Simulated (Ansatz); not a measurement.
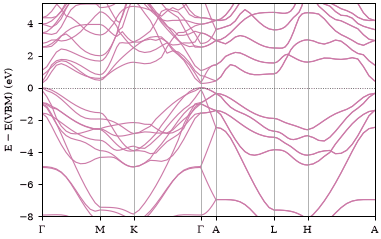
Figure: Band structure from plane-wave PAW r²SCAN (Ansatz code)

Read off the gap and where the band edges lie.

About 0.3 eV (0.27 eV by a search for the band edges); maximum at Γ, minimum on the Γ–A line, 9 % of the way from Γ.

The material is Ge in space group P6_3/mmc (No. 194; Ge on 4e, Ge on 4f).

The workflow started from a Materials Project entry (that database holds measured and hypothetical structures alike); the Crystallography Open Database copy checked does not list it. It is not the phase usual at ambient conditions (space group No. 227). The r²SCAN relaxation kept the symmetry of its start; phonons on a q-mesh show no instability. Scalar-relativistic: spin–orbit coupling is off unless named, which matters more the heavier the elements.

Potentials: the later of the program's two PAW sets.
